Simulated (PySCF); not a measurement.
**F$_{6}$Mo: what the electrons do**

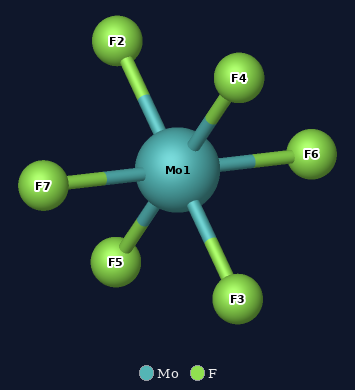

The molecule, with its atoms numbered as below. No frequency check shows the geometry to be a minimum.

Geometry (Å), atoms numbered from 1:

```
Mo1     -0.0000   -0.0002   -0.0000
F2       0.7678    1.2280    0.9581
F3      -0.7678   -1.2284   -0.9581
F4      -0.7677    1.2280   -0.9581
F5       0.7677   -1.2284    0.9581
F6      -1.3561    0.0010    1.0848
F7       1.3561    0.0009   -1.0848
```

## 1. Bonding charge

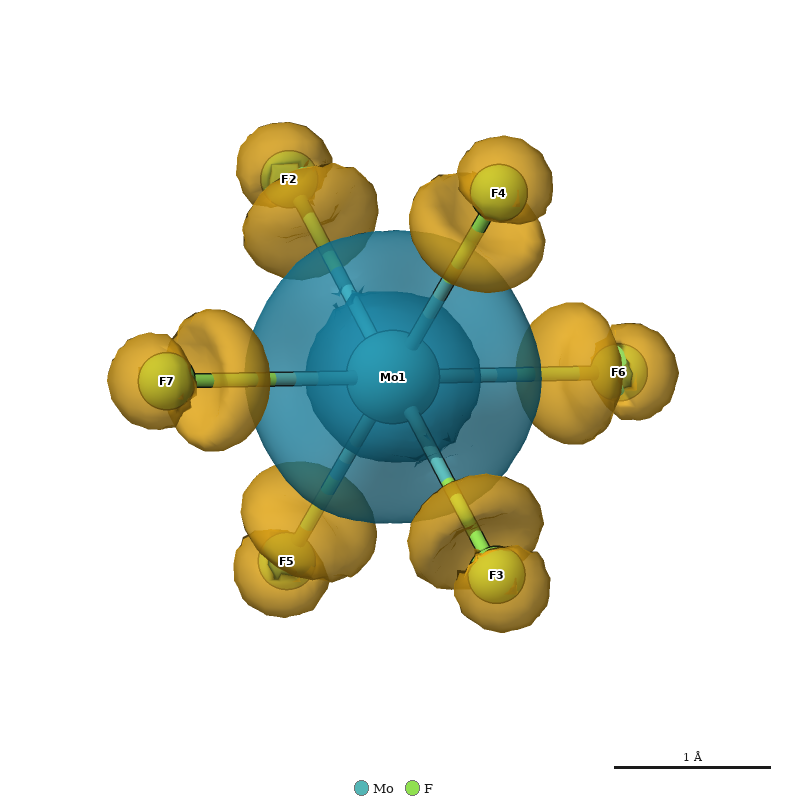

Deformation density (molecule less spherical, spin-averaged free atoms at the same positions), surfaces at ±0.2 e/Å³; yellow: gain, teal: loss.

Method: PBE0/def2-SVPD; geometry: GFN2-xTB; program: PySCF. Core potentials replace the inner electrons of Mo; spin–orbit coupling isn't included. This is a single-reference result, which may miss multireference character in this system.

> Describe the bonding that the map shows.

Mo1–F4, Mo1–F3, Mo1–F6, Mo1–F2 and 2 more like them: −0.01 e/Å³ at the bond critical point (bond length 1.74 Å); up to 0.6 Å beside the axis the gain reaches +0.29 e/Å³. In all, 1.7 electrons gather in the regions of gain relative to the promolecule. A small or negative value marks a very polar bond, one between electron-rich atoms, whose free-atom densities already overlap strongly, a long bond to a heavier atom, or a closed-shell contact such as a hydrogen bond.

> Where do the Hirshfeld charges lie?

The highest Hirshfeld charge is on Mo1 (+1.10 e), the lowest on F2, F3, F4, F5, F6 and F7 (−0.18 e).

## 2. Bond critical points

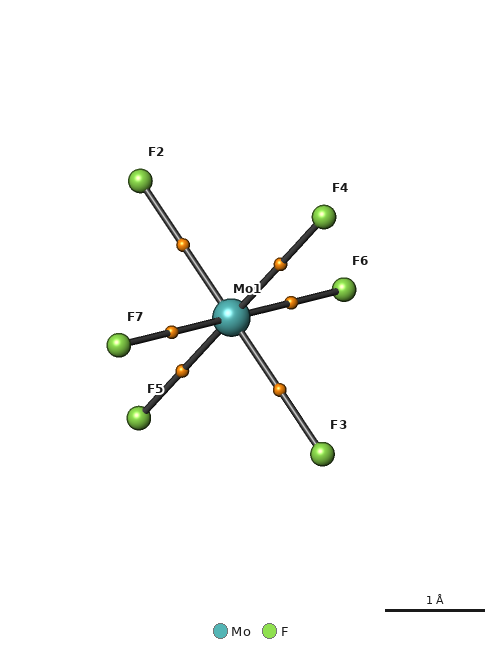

Molecular graph of the electron density (QTAIM): bond paths, bond critical points (orange), ring points (yellow, if any); weak paths are dashed.

> How many critical points of each kind are there, and does the count close?

7 nuclei, 6 bond, 0 ring and 0 cage critical points: 7 − 6 + 0 − 0 = 1, as the Poincaré–Hopf relation requires.

> Tabulate density, Laplacian, ellipticity and energy density at the bond critical points (atomic units).

| bond | length (Å) | ρ (a.u.) | ∇²ρ (a.u.) | ε | H (a.u.) |
| --- | --- | --- | --- | --- | --- |
| Mo1–F4 (6 alike) | 1.737 | 0.210 | +1.18 | 0.00 | −0.086 |

> What kind of interaction is Mo1–F4?

Polar or intermediate (positive Laplacian, negative energy density H): ρ = 0.210, ∇²ρ = +1.18, H = −0.086 a.u.

## 3. Local ionisation energy

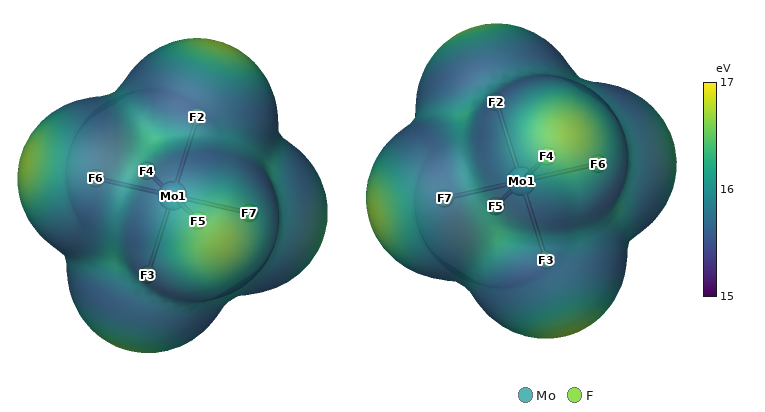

Average local ionisation energy on the surface of electron density 0.001 a.u. (back view left, front view right).

> Locate the minima of the map.

The lowest value is 15.6 eV, 1.7 Å from F2, and at like points elsewhere. For comparison, the highest occupied orbital lies at −12.8 eV.

## 4. Localised orbitals

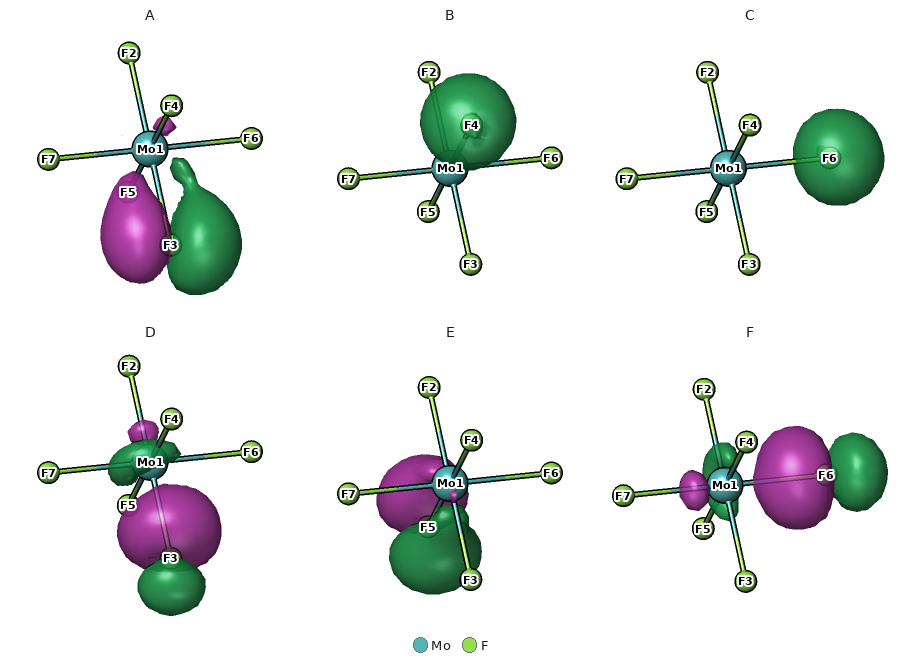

Pipek–Mezey orbitals, occupied; each surface holds about 85 % of the orbital's density. Energies are diagonal elements of the Fock matrix.

PySCF calculation, PBE0/def2-SVPD, gas phase; geometry: GFN2-xTB. Core potentials replace the inner electrons of Mo; spin–orbit coupling isn't included. This is a single-reference result, which may miss multireference character in this system.

> What does each orbital represent in a Lewis picture?

By panel:
- A: lone pair on F3 (p-type) (F3 94 %, Mo1 6 %; −14.7 eV)
- B: lone pair on F4 (s-type) (F4 98 %; −29.1 eV)
- C: lone pair on F6 (s-type) (F6 98 %; −31.2 eV)
- D: pair mostly on F3, shared in part with Mo1 (F3 86 %, Mo1 12 %; −20.9 eV)
- E: lone pair on F5 (p-type) (F5 95 %, Mo1 4 %; −14.5 eV)
- F: pair mostly on F6, shared in part with Mo1 (F6 87 %, Mo1 12 %; −18.9 eV)

> Which has the smallest and which the largest spatial spread?

Smallest: B (0.59 Å); largest: E (0.80 Å).

The PySCF runs shown took 26 s and 25 s on 1 thread of Arm Neoverse V1 (shared host).
